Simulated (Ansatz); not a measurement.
The reference is BAs in the zinc blende structure (space group F-43m, No. 216; a = 4.8093 Å).

One thing is altered: a fraction x = 0.667 of the As sites is given to N, ordered in a cell of 6 atoms (starting symmetry I-4m2) and fully relaxed.

The values are results of Kohn–Sham DFT with the PBE functional, run in Ansatz (a first-principles code) with PAW and 420 eV plane waves, without spin-orbit coupling, not measurements.

The zone is the changed cell's own and can be folded.

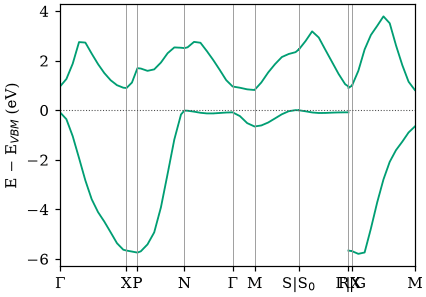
*Highest valence and lowest conduction band along the path of the changed cell's own zone*

Problem. From the figure, how large is the changed gap, and is it direct?

Solution. About 0.8 eV, indirect, M–S (92 % along) → M.

These are small ordered cells, not random alloys; other orderings at the same x differ. Whether these cells are dynamically stable was not tested. k-point labels follow each cell's own Brillouin zone.
